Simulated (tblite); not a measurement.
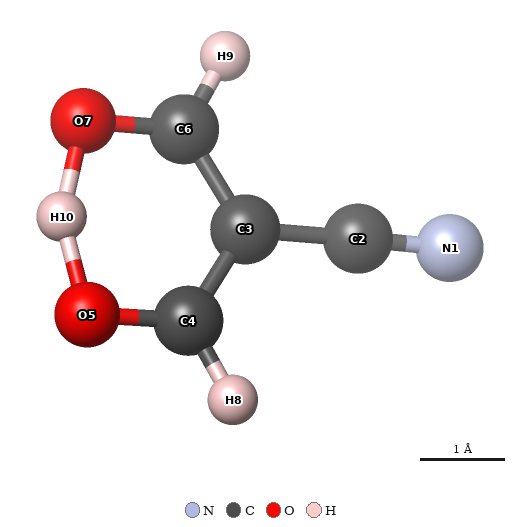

*The starting structure (ball-and-stick view, seen at a tilt; atoms are numbered from 1 in the order of the input).*

Bond lengths as drawn: C–C 1.41 Å, C–H 1.09 Å, C–N 1.15 Å, C–O 1.26 Å and H–O 1.24 to 1.25 Å.

**Saddle-point search, with input and output: C$_{4}$H$_{3}$NO$_{2}$**

The run: saddle-point search of C$_{4}$H$_{3}$NO$_{2}$. Method and program: GFN2-xTB saddle search (eigenvector following) and harmonic vibrations, gas phase (tblite 0.8.0).

The input:
```
{"job": {"xc": "GFN2-xTB", "basis": "xTB", "kind": "saddle"}, "charge": 0, "multiplicity": 1}
N      2.608052     1.427027    -0.090268
C      1.595036     0.892549    -0.054770
C      0.363938     0.211759    -0.011392
C      0.309438    -1.185681     0.129325
O     -0.780786    -1.815660     0.156185
C     -0.866820     0.885960    -0.107821
O     -1.968692     0.279909    -0.074754
H      1.239004    -1.751074     0.222536
H     -0.872111     1.972633    -0.214946
H     -1.627059    -0.917422     0.045906
```

The first line tells a small driver script what to run in tblite; the rest is the geometry in Å.

Launch command:
```bash
OMP_NUM_THREADS=1 python <driver script> task.json out
```

Output:
```
step      E/eV     max force
  0    -573.18246   0.0375
  1    -573.18323   0.0417
  2    -573.18323   0.0022
lowest wavenumbers (cm-1): -1204.7 152.7 160.6 326.6 336.5 482.1
```

Trajectory as extended XYZ (Å, eV, eV/Å), 3 frames, from step=0 to step=2:
```
10
Properties=species:S:1:pos:R:3:forces:R:3 step=0 energy=-573.18246
N     2.6081    1.4270   -0.0903    0.0020   0.0360  -0.0030
C     1.5950    0.8925   -0.0548    0.0160  -0.0240   0.0120
C     0.3639    0.2118   -0.0114   -0.0030  -0.0160  -0.0030
C     0.3094   -1.1857    0.1293    0.0000  -0.0110   0.0060
O    -0.7808   -1.8157    0.1562   -0.0240   0.0210   0.0120
C    -0.8668    0.8860   -0.1078   -0.0010   0.0160  -0.0130
O    -1.9687    0.2799   -0.0748    0.0140   0.0040  -0.0100
H     1.2390   -1.7511    0.2225   -0.0090  -0.0200  -0.0150
H    -0.8721    1.9726   -0.2149   -0.0240   0.0150   0.0040
H    -1.6271   -0.9174    0.0459    0.0290  -0.0220   0.0090
10
Properties=species:S:1:pos:R:3:forces:R:3 step=1 energy=-573.18323
N     2.5972    1.4508   -0.0844   -0.0360  -0.0210   0.0010
C     1.5969    0.8917   -0.0519    0.0340   0.0200  -0.0010
C     0.3682    0.2055   -0.0119    0.0020   0.0010   0.0000
C     0.3078   -1.1928    0.1288   -0.0010  -0.0030   0.0000
O    -0.7852   -1.8161    0.1655    0.0030   0.0020   0.0000
C    -0.8598    0.8844   -0.1108    0.0000   0.0000   0.0000
O    -1.9640    0.2810   -0.0763    0.0000   0.0000   0.0000
H     1.2341   -1.7658    0.2097   -0.0030   0.0010   0.0000
H    -0.8664    1.9709   -0.2215    0.0000   0.0000   0.0000
H    -1.6289   -0.9095    0.0529    0.0010   0.0000   0.0000
10
Properties=species:S:1:pos:R:3:forces:R:3 step=2 energy=-573.18323
N     2.5973    1.4500   -0.0843    0.0010   0.0010   0.0000
C     1.5969    0.8918   -0.0518   -0.0010  -0.0020   0.0000
C     0.3681    0.2057   -0.0119    0.0000   0.0000   0.0000
C     0.3079   -1.1926    0.1288    0.0000   0.0000   0.0000
O    -0.7850   -1.8160    0.1656    0.0000   0.0000   0.0000
C    -0.8600    0.8844   -0.1109    0.0000   0.0000   0.0000
O    -1.9640    0.2809   -0.0763    0.0000   0.0000   0.0000
H     1.2342   -1.7655    0.2095    0.0000   0.0000   0.0000
H    -0.8666    1.9709   -0.2216    0.0000   0.0000   0.0000
H    -1.6287   -0.9096    0.0529    0.0000   0.0000   0.0000
```

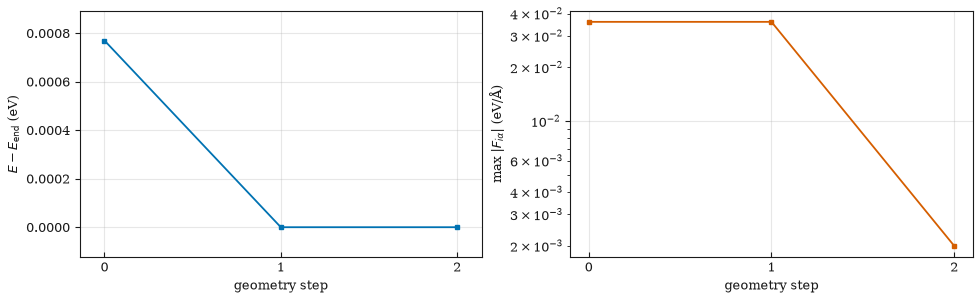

*Progress of the saddle-point search, step by step (steps are counted from 0).*

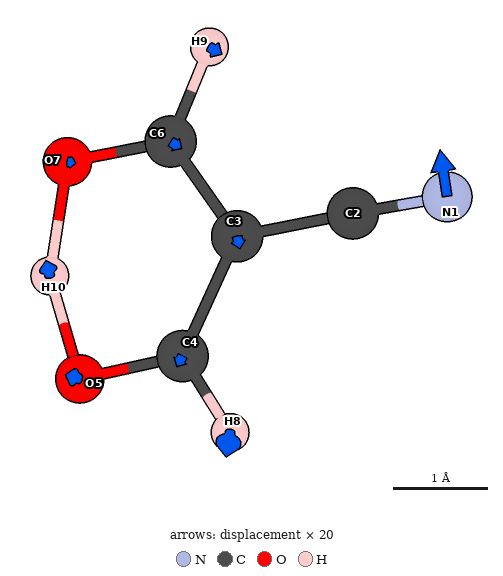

*The starting structure with the displacements as blue arrows, magnified 20 times (ball-and-stick view, seen at a tilt). The two geometries are laid on each other by the best rigid fit.*

Over 2 geometry steps the energy falls by 0.001 eV. Largest force component: 0.036 eV/Å at the start, 0.002 eV/Å at the end. N1 moves most after the best rigid fit: 0.026 Å. By element the largest moves are N 0.026 Å, H 0.020 Å, O 0.010 Å, C 0.008 Å. Among the contacts that change: O7–H10 1.251 → 1.244 Å, O5–H10 1.239 → 1.243 Å. (Atoms are counted from 1 in the order of the input.)

Summary:

| quantity | value |
| --- | --- |
| outcome | converged |
| total energy | −573.1832 eV |
| point group | C2v |
| hardware | 1 CPU thread, shared host |
| wall time | 1 s |
| peak memory | 0.19 GiB |
